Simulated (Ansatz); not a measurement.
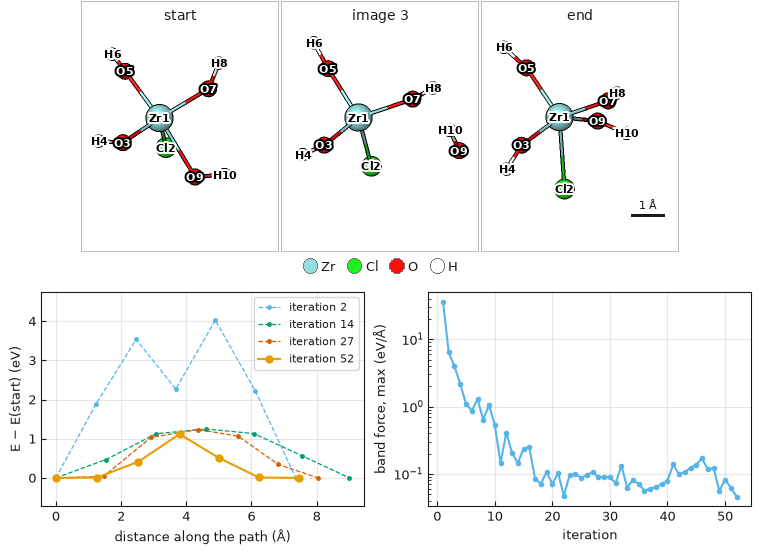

A search for the minimum-energy path of ZrH$_{4}$O$_{4}$Cl (multiplicity 2) by the nudged elastic band. Images are numbered from 0 (start) to 6 (end). The plot follows the band through its iterations. Style: ball-and-stick. Shown from a free direction.

All numbers below come from UKS PBE/def2-SVP (Ansatz 0.2.0). Settings: 5 movable images; climbing image; force threshold 0.05 eV/Å; iteration limit 60; starting path through a guess of the saddle point.

How did the profile develop, and is the result final?

The result isn't final. The band hadn't converged when the run stopped after 52 iterations. The largest component of the band force went from 36 to 0.046 eV/Å. The barrier read from it is provisional, though the highest image hardly moved in the last two iterations. The first iteration put the highest image at 9.40 eV. The barrier is about 1.12 eV in both directions, with image 3 at the top; the ends have the same energy.

The run took 12 min on 4 threads of Arm Neoverse V2, on a shared host, peak memory 0.27 GiB.
